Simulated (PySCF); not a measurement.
Ga(H)2(OSiMe3), SMILES C[Si](C)([O][GaH2])C (C3H11GaOSi), GFN2-xTB optimised geometry. Atoms within 1.6 Å of the plane z = 0.0 Å (x, y, z in Å): Ga1 (1.15, -1.98, 0.00), H2 (2.70, -1.98, 0.00), H3 (0.26, -3.25, 0.00), O4 (0.35, -0.46, 0.00), Si5 (-0.42, 1.01, 0.02), C6 (0.73, 2.27, -0.84), C7 (-2.07, 0.81, -0.91), H9 (0.27, 3.25, -0.87), H11 (1.68, 2.36, -0.33), H13 (-2.62, 1.74, -0.93), H14 (-2.70, 0.06, -0.43).

Calculation: PBE0/def2-SVP run with PySCF. Cells within 0.4 Å of a nucleus heavier than hydrogen are left out (blank, or x).

Map of the Laplacian of the electron density (e/bohr⁵), clipped to [-1.50, 1.50] on the plane z = 0.0 Å:

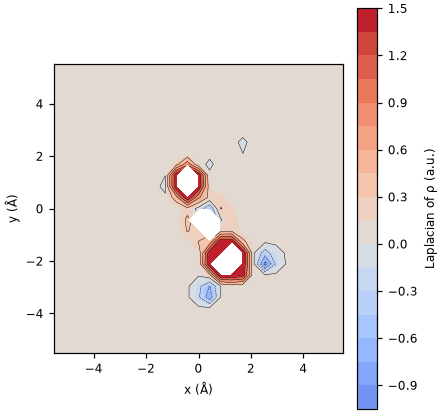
Figure. Laplacian of the electron density (e/bohr⁵), clipped to [-1.50, 1.50] on the plane z = 0.0 Å.
